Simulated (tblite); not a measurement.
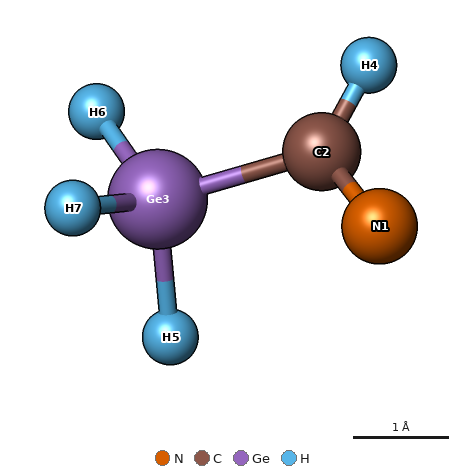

This is the input geometry for a relaxation of CH4GeN (multiplicity 2). The picture is a ball-and-stick view, seen at a tilt.

These are results of tblite, GFN2-xTB geometry optimisation, gas phase, not measurements.

```xyz
7

N     1.6978   -1.1335    0.0056
C     1.1307    0.0343   -0.0361
Ge   -0.7572    0.0973    0.0088
H     1.7566    0.9176   -0.0786
H    -1.2424   -0.8373   -1.1333
H    -1.3766    1.4971   -0.1216
H    -1.2055   -0.5705    1.3281
```

> Where does the relaxation end?

After 29 geometry steps the energy has fallen by 42.2 kJ/mol. The atom that moves furthest after the best rigid fit is H6 (0.13 Å). By element the largest moves are H 0.13 Å, C 0.12 Å, N 0.11 Å, Ge 0.08 Å. Some distances before and after: C2–Ge3 1.889 → 2.034 Å, N1–C2 1.299 → 1.204 Å, Ge3–H5 1.553 → 1.494 Å, Ge3–H7 1.545 → 1.496 Å. Bond angles that change, for instance: Ge3–C2–H4 123.4° → 112.8°, N1–C2–H4 118.8° → 128.0°, C2–Ge3–H6 115.5° → 109.0°. Cost: 0.09 s on 1 thread of Arm Neoverse V1, on a shared host.

The structure at the end:

```xyz
7

N     1.7964   -1.0881   -0.0071
C     1.2328   -0.0239   -0.0306
Ge   -0.7999    0.0247    0.0094
H     1.6788    0.9728   -0.0696
H    -1.3545   -0.7978   -1.1083
H    -1.2599    1.4523   -0.1276
H    -1.2902   -0.5350    1.3067
```

After the run, drawn alike:

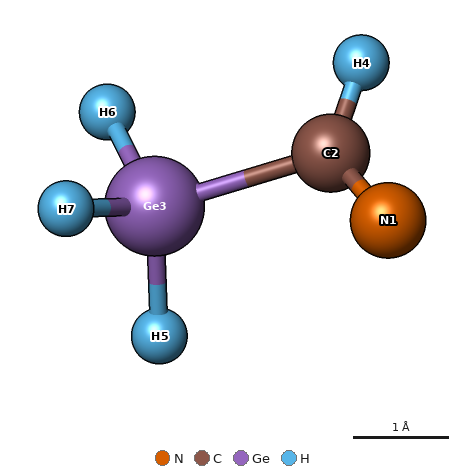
